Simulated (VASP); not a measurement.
Given:

```
CELL_PARAMETERS angstrom
      3.42875     0.00000     0.00000
      0.00000     3.42875     0.00000
      0.00000     0.00000     3.42875
ATOMIC_POSITIONS crystal
  Y  0.00000 0.00000 0.00000
  P  0.50000 0.50000 0.50000
```

These are PBEsol GGA, VASP's PBE PAW potentials (set 64) (plane waves; VASP) values and carry that method's errors. Numerical set-up: 400 eV cut-off, 12×12×12 Γ-centred mesh, tetrahedra with Blöchl corrections, potentials Y_sv P.

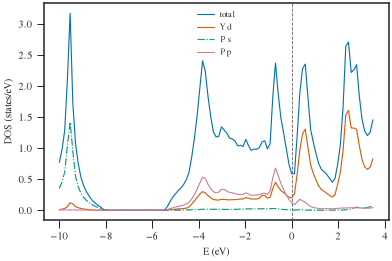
*Total and projected density of states, zero at the Fermi level*

Within 2 eV below the Fermi level the largest weight inside VASP's projection spheres is P p, then Y d.

It has no gap at this level: it comes out as a metal or semimetal.

The structure was generated: YP was put into the CsCl type type (Pm-3m), which need not be its known phase. It was relaxed first, which changed the volume by -30 %.
